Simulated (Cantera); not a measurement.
Feed: 1 mol CH3SiH3, 1.6 mol HCl, 49 mol H2, equilibrated at 32.0 mbar.

These are equilibrium values from Cantera (NASA tables, ideal gas, pure condensed phases), not measurements of a reactor. Candidate condensed phases: C, C6H6, C7H8, C8H18, Si, SiC; 109 gas species. The feed counts by its element totals alone. The tables' values for SiCl are old estimates; treat these amounts as uncertain. Gases not in the tables: Si2H6 and higher silanes. Rates play no part.

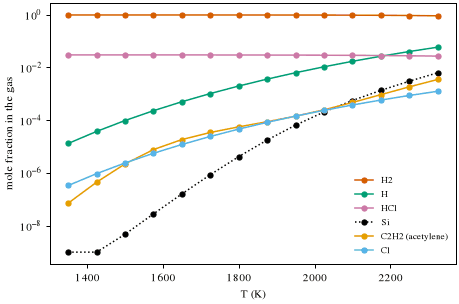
Figure: Equilibrium gas composition (values under 1e-9 drawn at 1e-9)

Task: Read off the mole fractions at 2175 K.

Result: H2 about 0.94, HCl about 0.028, H about 0.026, Si about 0.0013, C2H2 (acetylene) about 0.00093, Cl about 0.00058.
